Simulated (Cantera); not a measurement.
Feed: 1 mol Fe, 0.41 mol H₂O, 160 mol H₂, at 10.0 mbar.

Method: chemical equilibrium by Gibbs-energy minimisation in Cantera with the NASA 1993 tables (ideal gas, pure condensed phases). Candidate condensed phases: Fe, FeO, Fe(OH)₂, Fe(OH)₃, Fe₂O₃, Fe₃O₄, H₂O; 12 gas species. Rates play no part.

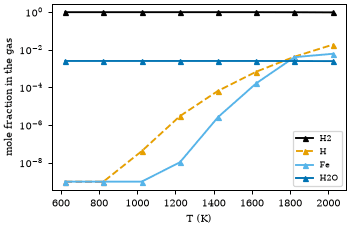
Fig. 1. Equilibrium gas composition (values under 1e-9 drawn at 1e-9)

From 623 K to 1023 K the condensed part is Fe(α). From 1223 K to 1623 K the condensed part is Fe(γ). At 1823 K the condensed part is Fe(l). At 2023 K nothing is condensed.
